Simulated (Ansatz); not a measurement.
AlHCl₂: several calculations on one system

### Relaxation

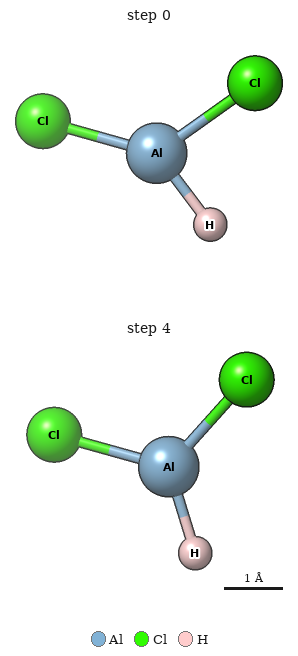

The structure of AlHCl$_{2}$ before (top) and after (bottom) a relaxation, at one scale.

A ball-and-stick model, seen at a tilt.

The run prepares an end point of a later path (reaction) calculation, from a guessed geometry.

Method: RKS PBE0-D4/def2-SVP in Ansatz. Settings: no spin polarisation; force threshold 0.03 eV/Å; at most 50 steps.

**Summarise the run.**

The atom that moves furthest after the best rigid fit is the H atom (0.39 Å). By element the largest moves are H 0.39 Å, Cl 0.32 Å, Al 0.22 Å. Near-neighbour distances that change, for instance: Al–Cl 2.168 → 2.093 Å, Al–H 1.546 → 1.569 Å, Al–Cl 2.078 → 2.092 Å. Bond angles that change, for instance: Cl–Al–H 88.2° → 121.1°, H–Al–Cl 141.7° → 121.0°, Cl–Al–Cl 130.1° → 117.9°. The energy falls by 56.1 kJ/mol in 4 geometry steps. Largest force component: 1.6 eV/Å at the start, 0.027 eV/Å at the end. The run took 8.1 s on 1 thread of Arm Neoverse V2, with other jobs on the host, peak memory 0.11 GiB.

### Relaxation

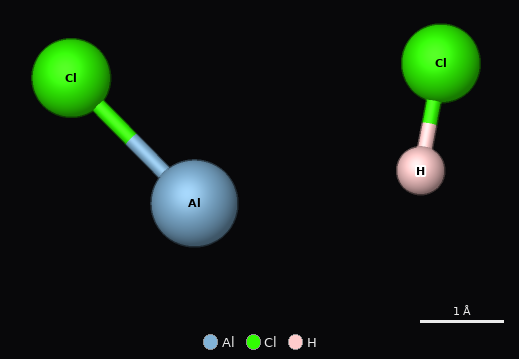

AlHCl$_{2}$, before the relaxation. The picture is a ball-and-stick view, seen at a tilt.

The run prepares an end point of a later path (reaction) calculation, from a guessed geometry.

These are results of RKS PBE0-D4/def2-SVP in Ansatz, not measurements.

Input file:
```yaml
crystal:
  periodic: [false, false, false]
  atoms:
    - { symbol: Al, position_ang: [-0.104805, 3.0e-06, -1.120997] }
    - { symbol: Cl, position_ang: [1.592121, 2.0e-06, 1.85896] }
    - { symbol: H, position_ang: [2.049691, -3.0e-06, 0.607458] }
    - { symbol: Cl, position_ang: [-2.170207, -2.0e-06, -0.556221] }
basis:
  gaussian: { orbitals: def2-SVP }
hamiltonian:
  xc: pbe0
  dispersion: d4
relax:
  f_tol: 0.03
  max_steps: 50
output:
  orbitals: {}
```

Launched with:
```bash
ansatz run input.yaml --threads 1 --pin off --max-ram 2048MiB --backend cpu --events-out ev --progress --plain --runs-dir out
```

### What does the optimiser find from here?

The energy falls by 0.080 eV in 8 accepted moves (10 points after the start). The largest force component goes from 1.1 to 0.0031 eV/Å. The line search rejected the trial steps at points 2, 7 of the run. The atom that moves furthest after the best rigid fit is H3 (0.52 Å). By element the largest moves are H 0.52 Å, Cl 0.49 Å, Al 0.25 Å. Some distances before and after: Al1–Cl2 3.429 → 3.207 Å, Cl2–H3 1.333 → 1.288 Å, Al1–Cl4 2.141 → 2.155 Å. Cost: 15 s on 1 thread of Arm Neoverse V2 (shared host), peak memory 0.11 GiB.

The structure at the end:

```xyz
4

Al   -0.2121    0.0000   -1.3491
Cl    1.2585    0.0000    1.5009
H     2.4303    0.0000    0.9668
Cl   -2.1099    0.0000   -0.3293
```

The end point in the same view:

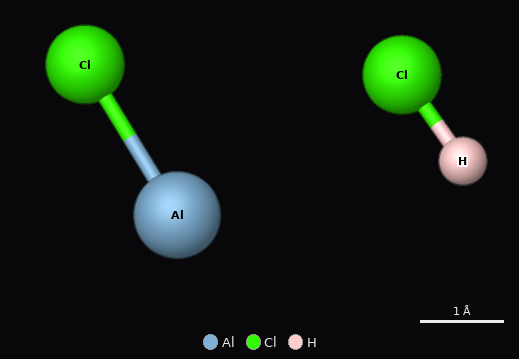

Limits of the set-up: the start holds two separate molecules, 2.8 Å apart at their closest, whose relative position is a soft coordinate.

### Path

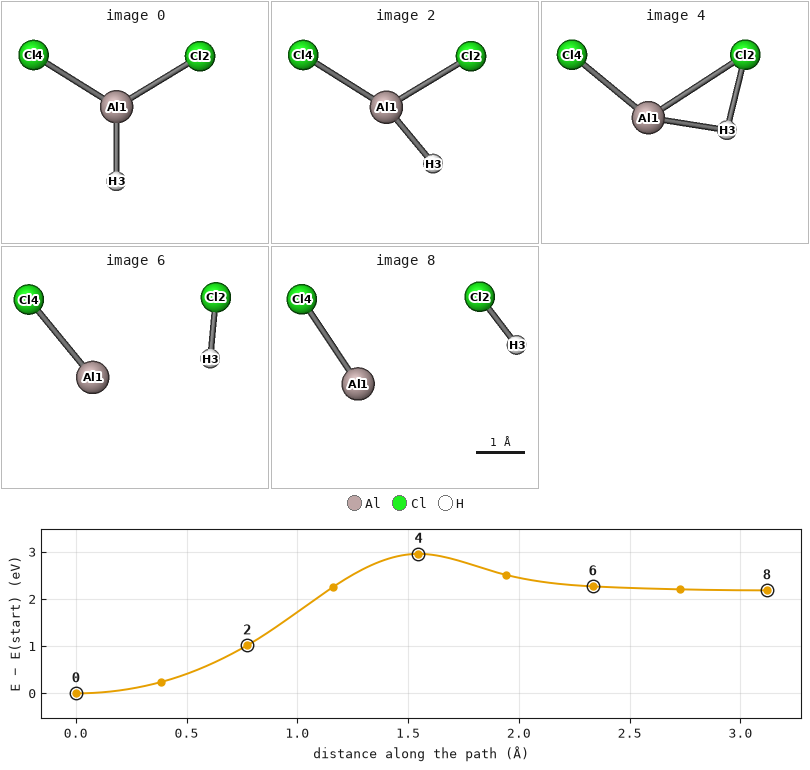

A search for the minimum-energy path of AlHCl2 by the nudged elastic band. Images are numbered from 0 (start) to 8 (end). A ball-and-stick model, seen at a tilt.

Method: Ansatz, RKS PBE0-D4/def2-SVP.

The input:
```yaml
crystal:
  periodic: [false, false, false]
  atoms:
    - { symbol: Al, position_ang: [0.457123, 0.0, 0.105952] }
    - { symbol: Cl, position_ang: [0.727859, 0.0, 2.181354] }
    - { symbol: H, position_ang: [1.683988, 0.0, -0.871473] }
    - { symbol: Cl, position_ang: [-1.50217, 0.0, -0.626633] }
basis:
  gaussian: { orbitals: def2-SVP }
hamiltonian:
  xc: pbe0
  dispersion: d4
neb:
  order_check: false
  images: 7
  f_tol: 0.03
  max_iterations: 60
  final_atoms:
    - { symbol: Al, position_ang: [-0.31491206, -1.0e-06, -1.30833596] }
    - { symbol: Cl, position_ang: [1.34412636, 3.0e-07, 1.43618761] }
    - { symbol: H, position_ang: [2.47739727, 4.1e-07, 0.8244185] }
    - { symbol: Cl, position_ang: [-2.13981157, 3.0e-07, -0.16307015] }
  initial_path:
    images:
      - { positions_ang: [[0.457123, 0.0, 0.105952], [0.727859, 0.0, 2.181354], [1.683988, 0.0, -0.871473], [-1.50217, 0.0, -0.626633]] }
      - { positions_ang: [[0.34261738, 0.0, 0.07985551], [0.93236795, 0.0, 2.10494197], [1.70273784, 0.0, -0.64947698], [-1.61092317, 0.0, -0.7461205]] }
      - { positions_ang: [[0.22811176, 0.0, 0.05375903], [1.13687691, 0.0, 2.02852994], [1.72148768, 0.0, -0.42748097], [-1.71967635, 0.0, -0.865608]] }
      - { positions_ang: [[0.11360614, 0.0, 0.02766254], [1.34138586, 0.0, 1.95211791], [1.74023752, 0.0, -0.20548495], [-1.82842952, 0.0, -0.9850955]] }
      - { positions_ang: [[-0.00089948, 0.0, 0.00156606], [1.54589482, 0.0, 1.87570588], [1.75898736, 0.0, 0.01651106], [-1.9371827, 0.0, -1.104583]] }
      - { positions_ang: [[-0.07940263, -2.5e-07, -0.32590945], [1.4954527, 7.0e-08, 1.76582631], [1.93858984, 1.0e-07, 0.21848792], [-1.98783992, 7.0e-08, -0.86920479]] }
      - { positions_ang: [[-0.15790577, -5.0e-07, -0.65338495], [1.44501059, 1.5e-07, 1.65594674], [2.11819232, 2.0e-07, 0.42046478], [-2.03849713, 1.5e-07, -0.63382657]] }
      - { positions_ang: [[-0.23640892, -7.5e-07, -0.98086046], [1.39456847, 2.2e-07, 1.54606718], [2.29779479, 3.1e-07, 0.62244164], [-2.08915435, 2.2e-07, -0.39844836]] }
      - { positions_ang: [[-0.31491206, -1.0e-06, -1.30833596], [1.34412636, 3.0e-07, 1.43618761], [2.47739727, 4.1e-07, 0.8244185], [-2.13981157, 3.0e-07, -0.16307015]] }
```

Run as
```bash
ansatz run input.yaml --threads 1 --pin off --max-ram 2048MiB --backend cpu --events-out ev --progress --plain --runs-dir out
```

Read off the barrier and say what moves.

Answer. Breaking: Al1–Cl2 (2.09 → 2.48 at the top → 3.21 Å), Al1–H3 (1.57 → 1.71 at the top → 3.51 Å). Forming: Cl2–H3 (3.20 → 1.64 at the top → 1.29 Å). The highest point, image 4, lies 2.96 eV above the start and 0.77 eV above the end; the end is at +2.18 eV relative to the start. The band converged in 11 iterations. The largest component of the band force went from 6.6 to 0.009 eV/Å. The climbing image converged on the top of the path. Its vibrational analysis gives one imaginary mode (1025i cm⁻¹), as a transition state must have.
